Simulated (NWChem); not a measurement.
# BH (SMILES [BH]): M06-L/def2-TZVPPD

Aim: the vertical singlet–triplet gap of BH at M06-L/def2-TZVPPD, from 2 runs. 

The results are computed with NWChem 7.3.0.

2 further runs of the same task are left out: 2 set aside as unsound or not needed.

## Step 1: The molecule

BH: 2 atoms, total charge 0, spin state singlet. As SMILES, `[BH]`. Geometry: the measured bond length.

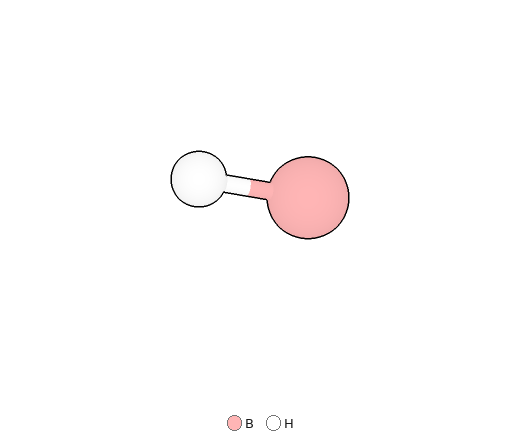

The structure, seen from a chosen angle (boron pink, hydrogen white).

## Step 2: Energy and gradient at M06-L/def2-TZVPPD

m1.xyz

```xyz
2

B      0.000000     0.000000     0.000000
H      0.000000     0.000000     1.232400
```

run.py

```python
from ase.io import read
from ase.calculators.nwchem import NWChem

mol = read('m1.xyz')

calc = NWChem(
    label='m1',
    theory='dft',
    memory='2200 mb',
    basis='def2-TZVPPD',
    basispar='spherical bse',
    dft={'xc': 'm06-l', 'mult': '1', 'grid': 'xfine', 'convergence': 'energy 1e-08', 'iterations': '100', 'mulliken': None},
)
mol.calc = calc

forces = mol.get_forces()
print(f"energy = {mol.get_potential_energy():.6f} eV")
print("forces (eV/A):")
for s, f in zip(mol.symbols, forces):
    print(f"{s:2s} {f[0]:10.5f} {f[1]:10.5f} {f[2]:10.5f}")
print("dipole (e A):", mol.get_dipole_moment().round(4))
```

Launch:

```console
$ export ASE_NWCHEM_COMMAND="nwchem PREFIX.nwi > PREFIX.nwo"
$ python run.py
```

What it wrote:

```text
energy = -688.083394 eV
forces (eV/A):
B    -0.00000   -0.00000    0.07353
H     0.00000    0.00000   -0.07353
dipole (e A): [0.     0.     0.3104]
```

The calculator wrote m1.nwi:

```
title "m1"

permanent_dir m1

scratch_dir m1

start m1

geometry units angstrom nocenter noautosym noautoz
  B  0.0000000000000000e+00 0.0000000000000000e+00 0.0000000000000000e+00
  H  0.0000000000000000e+00 0.0000000000000000e+00 1.2323999999999999e+00
end

memory 2200 mb

basis spherical bse noprint
   * library def2-TZVPPD
end

dft
  xc m06-l
  mult 1
  grid xfine
  convergence energy 1e-08
  iterations 100
  mulliken
end

task dft gradient
```

m1.nwo:

```text
Northwest Computational Chemistry Package (NWChem) 7.3.0
             --------------------------------------------------------

           Job information
           ---------------

    nwchem branch   = 7.3.0
    use scalapack   = T
    input           = m1.nwi
    prefix          = m1.
    data base       = m1/m1.db
    status          = startup
    nproc           =        1

           Memory information
           ------------------

    heap     =     72089594 doubles =      550.0 Mbytes
    stack    =     72089599 doubles =      550.0 Mbytes
    global   =    144179200 doubles =     1100.0 Mbytes (distinct from heap & stack)
    total    =    288358393 doubles =     2200.0 Mbytes
    verify   = yes
    hardfail = no

           Directory information
           ---------------------

  0 permanent = m1
  0 scratch   = m1

[... 66 lines left out ...]
  convergence criterion.
[... 17 lines left out ...]
          Convergence on gradient requested:  5.00D-04
[... 22 lines left out ...]
          Convergence aids based upon iterative change in
[... 28 lines left out ...]
 1-e energy   =     -37.010140
[... 44 lines left out ...]
         Total DFT energy =      -25.286598548485
[... 2 lines left out ...]
    Exchange-Corr. energy =       -4.294573929102
[... 448 lines left out ...]
          Convergence on energy requested:  1.00D-08
[... 20 lines left out ...]
          Spatial weights used:  Erf1
[... 4 lines left out ...]
          total energy or number of iterations.
[... 18 lines left out ...]
                            NWChem DFT Gradient Module
                            --------------------------

                                        m1

  charge          =   0.00
  wavefunction    = closed shell

                         DFT ENERGY GRADIENTS

    atom               coordinates                        gradient
                 x          y          z           x          y          z
   1 B       0.000000   0.000000   0.000000    0.000000   0.000000  -0.001430
   2 H       0.000000   0.000000   2.328898   -0.000000  -0.000000   0.001430

                 ----------------------------------------
                 |  Time  |  1-e(secs)   |  2-e(secs)   |
                 ----------------------------------------
                 |  CPU   |       0.00   |       1.30   |
                 ----------------------------------------
                 |  WALL  |       0.00   |       1.30   |
                 ----------------------------------------

 Task  times  cpu:       16.3s     wall:       16.3s
 Total times  cpu:       16.4s     wall:       16.4s
```

It took 18 s on 1 thread of Intel Xeon Platinum 8259CL at 2.50GHz (Skylake/Cascade Lake), shared host; peak memory 0.12 GiB.

## Step 3: The triplet: a single-point energy at UM06-L/def2-TZVPPD

work.nw

```
start work
title "BH"
memory 2200 mb
geometry units angstrom noautosym nocenter noautoz
 B      0.000000     0.000000     0.000000
 H      0.000000     0.000000     1.232400
end
basis "ao basis" spherical bse
 * library def2-TZVPPD
end
dft
 xc m06-l
 mult 3
 grid xfine
 convergence energy 1e-08
 maxiter 100
 mulliken
end
task dft energy
```

Launch:

```console
$ nwchem work.nw > work.out
```

What it wrote:

```text
[...]
          Wavefunction type:  spin polarized.
          No. of atoms     :     2
          No. of electrons :     6
[...]
          Charge           :     0
          Spin multiplicity:     3
[...]
          AO basis - number of functions:    54
[...]
              XC Information
              --------------
                        M06-L Method XC Functional
                         M06-L Exchange Functional  1.000
                       M06-L Correlation Potential  1.000
[...]
 d= 0,ls=0.0,diis     1    -25.2077511498 -2.74D+01  8.56D-03  4.49D-02     2.1
[...]
 d= 0,ls=0.0,diis    19    -25.2509486005 -3.05D-09  8.33D-07  2.66D-10    25.3
[...]
         Total DFT energy =      -25.250948600529
      One electron energy =      -37.231890051793
           Coulomb energy =       14.159993959195
    Exchange-Corr. energy =       -4.325990389299
 Nuclear repulsion energy =        2.146937881368
[...]
      Total Density - Mulliken Population Analysis
     ---------------------------------------------
    Atom       Charge   Shell Charges
 -----------   ------   -------------------------------------------------------
    1 B    5     5.17   0.92  1.06  0.51  0.86  0.02  0.02  0.72  0.83  0.20  0.01  0.02 -0.00  0.00
    2 H    1     0.83   0.25  0.41  0.15  0.00  0.00  0.02  0.00
[...]
      <S2> =      2.0036 (Exact =     2.0000)
[...]
```

It took 26 s on 1 thread of Intel Xeon Platinum 8259CL at 2.50GHz (Skylake/Cascade Lake), shared host; peak memory 0.11 GiB.

## Step 4: What came out

At M06-L/def2-TZVPPD:

```
                                        quantity         value
                           singlet: total energy  -25.28660 Eh
                          singlet: dipole moment        1.49 D
                            singlet: HOMO energy      -5.75 eV
                            singlet: LUMO energy      -2.92 eV
                          singlet: HOMO–LUMO gap       2.83 eV
               singlet: largest force on an atom    0.074 eV/Å
                           triplet: total energy  -25.25095 Eh
                          triplet: dipole moment        0.22 D
     triplet: HOMO energy (highest over α and β)      -4.32 eV
                                   triplet: ⟨S²⟩         2.004
vertical energy of the triplet above the singlet      0.970 eV
```

What this shows: At this shape the triplet lies 0.97 eV (22.4 kcal/mol) above the singlet.
